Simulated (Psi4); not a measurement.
**AlGeH4Cl (SMILES [Cl][AlH][GeH3]): wB97X/def2-SVP**

What is the vertical singlet–triplet gap of AlGeH4Cl at wB97X/def2-SVP? 

The results are computed with Psi4 1.11.

## Step 1: Starting point

The species is AlGeH4Cl (7 atoms), meant as a singlet with charge 0. As SMILES, `[Cl][AlH][GeH3]`. The shape is that of a PBE0-D4/def2-TZVP optimisation.

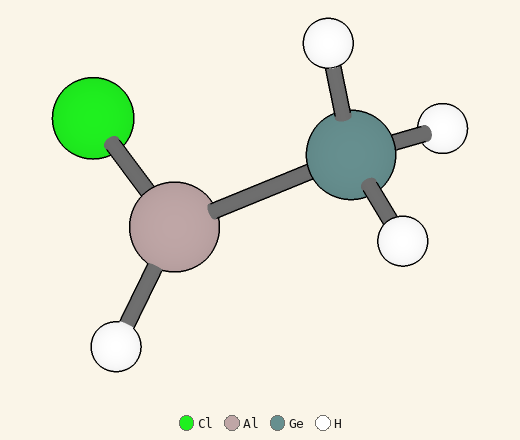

Viewed from a chosen angle; chlorine green, aluminium light grey, germanium teal, hydrogen white.

## Step 2: Energy and forces at wB97X/def2-SVP

Contents of input.dat:

```
memory 2.2 GB

molecule m {
  Cl    -2.499300    -1.527200    -0.126900
  Al    -0.425400    -1.314700     0.144500
  Ge     0.501100     0.959800    -0.093300
  H      0.379500    -2.632000     0.480000
  H      0.225700     1.522500    -1.499900
  H     -0.144000     1.926400     0.916800
  H      2.023700     0.997300     0.133100
  units angstrom
  symmetry c1
}

set globals {
  puream               true
  e_convergence        1e-09
  d_convergence        1e-08
  scf_type             pk
  dft_radial_points    99
  dft_spherical_points 590
}

gradient("wb97x/def2-SVP")
print_variables()
```

Launch:

```bash
$ psi4 input.dat output.dat -n 1
```

output.dat:

```text
[...]
  Running in c1 symmetry.
[...]
  Nuclear repulsion =  276.638620203239952
[...]
  Multiplicity = 1
[...]
  Nalpha       = 33
  Nbeta        = 33
[...]
    Number of basis functions: 88
[...]
   @RKS iter   1: -2780.18423581769275   -2.30376e+00   2.71996e-02 ADIIS/DIIS
[...]
   @RKS iter  11: -2781.64958212381089   -3.50155e-11   7.41022e-09 DIIS
[...]
    Orbital Energies [Eh]
    ---------------------
    Doubly Occupied:
       1A   -398.507887     2A   -101.457707     3A    -56.085046
       4A    -49.785717     5A    -44.321055     6A    -44.321043
       7A    -44.321010     8A     -9.531758     9A     -7.295924
      10A     -7.292275    11A     -7.291215    12A     -6.312231
      13A     -4.488908    14A     -4.488797    15A     -4.488470
      16A     -4.281888    17A     -2.839096    18A     -2.833243
      19A     -2.829736    20A     -1.319577    21A     -1.319497
      22A     -1.317529    23A     -1.316878    24A     -1.316840
      25A     -0.932549    26A     -0.680692    27A     -0.537348
      28A     -0.460137    29A     -0.446753    30A     -0.438923
      31A     -0.434158    32A     -0.433535    33A     -0.366478
[...]
  @RKS Final Energy: -2781.64958212381089
   => Energetics <=
    Nuclear Repulsion Energy =            276.6386202032399524
    One-Electron Energy =               -4421.0528941316752025
    Two-Electron Energy =                1461.6544954031376164
    DFT Exchange-Correlation Energy =     -98.8898035985134101
    Empirical Dispersion Energy =           0.0000000000000000
    VV10 Nonlocal Energy =                  0.0000000000000000
    Total Energy =                      -2781.6495821238108874
[...]
 Multipole Moments:
 ------------------------------------------------------------------------------------
     Multipole            Electronic (a.u.)      Nuclear  (a.u.)        Total (a.u.)
 ------------------------------------------------------------------------------------
 L = 1.  Multiply by 2.5417464519 to convert [e a0] to [Debye]
 Dipole X            :          3.3072960           -2.8520298            0.4552663
 Dipole Y            :          5.5456637           -5.5384974            0.0071663
 Dipole Z            :         -0.4232694            0.4896396            0.0663702
 Magnitude           :                                                    0.4601345
[...]
  -Total Gradient:
     Atom            X                  Y                   Z
    ------   -----------------  -----------------  -----------------
       1        0.002037898061     0.000612536139     0.000200353820
       2       -0.002192121676    -0.000859263785    -0.000182297912
       3       -0.000284755465     0.000200256000    -0.000064149529
       4        0.000341104244    -0.000402375434     0.000115756945
       5        0.000003679858     0.000154172533    -0.000131862795
       6       -0.000025033620     0.000183169710     0.000063033926
       7        0.000239672749     0.000074498950     0.000022275670
[...]
```

Wall time 21 s (1 thread of AMD EPYC 7R43 (Zen 3), shared host); peak memory 1.1 GiB.

## Step 3: The triplet, same level

Contents of job.py:

```python
import psi4

psi4.set_memory('2200 MB')
psi4.set_num_threads(1)
psi4.set_output_file('alclgeh4.out', False)

geom = psi4.geometry("""
0 3
Cl    -4.72299250    -2.88598974    -0.23980625
Al    -0.80388949    -2.48442294     0.27306543
Ge     0.94694176     1.81375913    -0.17631145
H      0.71715106    -4.97375916     0.90706854
H      0.42651119     2.87710802    -2.83440021
H     -0.27212056     3.64036841     1.73250091
H      3.82423876     1.88462386     0.25152255
units au
symmetry c1
no_reorient
no_com
""")

options = {'basis': 'def2-SVP', 'reference': 'uks', 'puream': True, 'e_convergence': 1e-09, 'd_convergence': 1e-08, 'scf_type': 'pk', 'dft_radial_points': 99, 'dft_spherical_points': 590, 'maxiter': 100}
psi4.set_options(options)

energy_value, wavefunction = psi4.gradient("wb97x", molecule=geom, return_wfn=True)
psi4.oeprop(wavefunction, "MAYER_INDICES", "QUADRUPOLE", "LOWDIN_CHARGES")
print('gradient / Eh bohr^-1')
print(energy_value.np.round(6))
print(f'energy = {wavefunction.energy():.10f} Eh')
for k, v in sorted(psi4.core.scalar_variables().items()):
    print(f'{k:45s} {v:18.10f}')
```

Launch:

```bash
$ python job.py
```

alclgeh4.out (excerpt; [...] marks lines left out):

```text
[...]
  Running in c1 symmetry.
[...]
  Nuclear repulsion =  276.638620393276597
[...]
  Multiplicity = 3
[...]
  Nalpha       = 34
  Nbeta        = 32
[...]
    Number of basis functions: 88
[...]
   @UKS iter   1: -2779.93211921806460   -2.05164e+00   2.73314e-02 ADIIS/DIIS
[...]
   @UKS iter  18: -2781.48878507304971   -3.63798e-11   9.77946e-09 DIIS
[...]
   @S^2 Observed:                2.005317308E+00
[...]
  @UKS Final Energy: -2781.48878507304971
   => Energetics <=
    Nuclear Repulsion Energy =            276.6386203932765966
    One-Electron Energy =               -4419.2929362806607969
    Two-Electron Energy =                1460.0140437663214925
    DFT Exchange-Correlation Energy =     -98.8485129519861516
    Empirical Dispersion Energy =           0.0000000000000000
    VV10 Nonlocal Energy =                  0.0000000000000000
    Total Energy =                      -2781.4887850730497121
[...]
  -Total Gradient:
     Atom            X                  Y                   Z
    ------   -----------------  -----------------  -----------------
       1        0.007183894987    -0.005929358352     0.002048725000
       2        0.005214784866     0.023056568653    -0.003104645442
       3       -0.013675283902    -0.027727910501     0.002567105169
       4       -0.008989889947    -0.005072521697    -0.000485238303
       5        0.003888216670     0.003426759318     0.003355869005
       6        0.004881881383     0.002449760224    -0.002984169704
       7        0.001599720743     0.009918929395    -0.001403178582
[...]
 Multipole Moments:
 ------------------------------------------------------------------------------------
     Multipole            Electronic (a.u.)      Nuclear  (a.u.)        Total (a.u.)
 ------------------------------------------------------------------------------------
[...]
```

On the terminal:

```text
gradient / Eh bohr^-1
[[ 0.007184 -0.005929  0.002049]
 [ 0.005215  0.023057 -0.003105]
 [-0.013675 -0.027728  0.002567]
 [-0.00899  -0.005073 -0.000485]
 [ 0.003888  0.003427  0.003356]
 [ 0.004882  0.00245  -0.002984]
 [ 0.0016    0.009919 -0.001403]]
energy = -2781.4887850730 Eh
CURRENT ENERGY                                  -2781.4887850730
CURRENT REFERENCE ENERGY                        -2781.4887850730
DD SOLVATION ENERGY                                 0.0000000000
DFT FUNCTIONAL TOTAL ENERGY                     -2781.4887850730
DFT TOTAL ENERGY                                -2781.4887850730
DFT VV10 ENERGY                                     0.0000000000
DFT XC ENERGY                                     -98.8485129520
GRID ELECTRONS ALPHA                               33.9999994935
GRID ELECTRONS BETA                                31.9999993596
GRID ELECTRONS TOTAL                               65.9999988531
NUCLEAR REPULSION ENERGY                          276.6386203933
ONE-ELECTRON ENERGY                             -4419.2929362807
PCM POLARIZATION ENERGY                             0.0000000000
PE ENERGY                                           0.0000000000
SCF ITERATION ENERGY                            -2781.4887850730
SCF ITERATIONS                                     18.0000000000
SCF TOTAL ENERGY                                -2781.4887850730
TWO-ELECTRON ENERGY                              1460.0140437663
XC GRID RADIAL POINTS                              99.0000000000
XC GRID SPHERICAL POINTS                          590.0000000000
XC GRID TOTAL POINTS                           387704.0000000000
```

It took 37 s on 1 thread of AMD EPYC 7R43 (Zen 3), shared host; peak memory 1.1 GiB.

## Step 4: Results

At wB97X/def2-SVP:

| quantity | value |
| --- | --- |
| singlet: total energy | -2781.64958 Eh |
| singlet: dipole moment | 1.17 D |
| singlet: HOMO energy | -9.97 eV |
| singlet: LUMO energy | 0.02 eV |
| singlet: HOMO–LUMO gap | 9.99 eV |
| singlet: largest force on an atom | 0.121 eV/Å |
| triplet: total energy | -2781.48879 Eh |
| triplet: dipole moment | 3.54 D |
| triplet: HOMO energy (highest over α and β) | -5.72 eV |
| triplet: LUMO energy (lowest over α and β) | -4.38 eV |
| triplet: ⟨S²⟩ | 2.005 |
| triplet: largest force on an atom | 1.595 eV/Å |
| vertical energy of the triplet above the singlet | 4.376 eV |

What this shows: At this shape the triplet lies 4.38 eV (422 kJ/mol) above the singlet.
